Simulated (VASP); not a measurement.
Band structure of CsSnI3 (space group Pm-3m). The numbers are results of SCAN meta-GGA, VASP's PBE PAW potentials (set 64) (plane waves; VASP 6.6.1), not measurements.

Unless said otherwise, spin-orbit coupling is left out, though it shifts the bands of the heavy elements here.

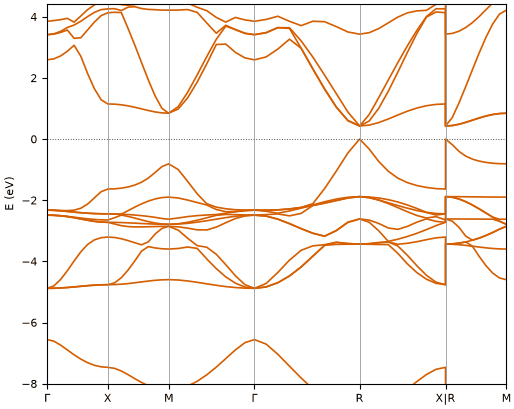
Fig. 1. Bands along high-symmetry lines, zero at the valence-band maximum or, without a gap, the Fermi level

### Question
Read the plot: is there a gap, and where are the band edges?

### Answer
The gap is direct, 0.43 eV, from the valence maximum at R to the conduction minimum at R.

The structure comes from a measured CsSnI3 entry (Pm-3m) of the Crystallography Open Database, whose conditions weren't checked. It was relaxed first.
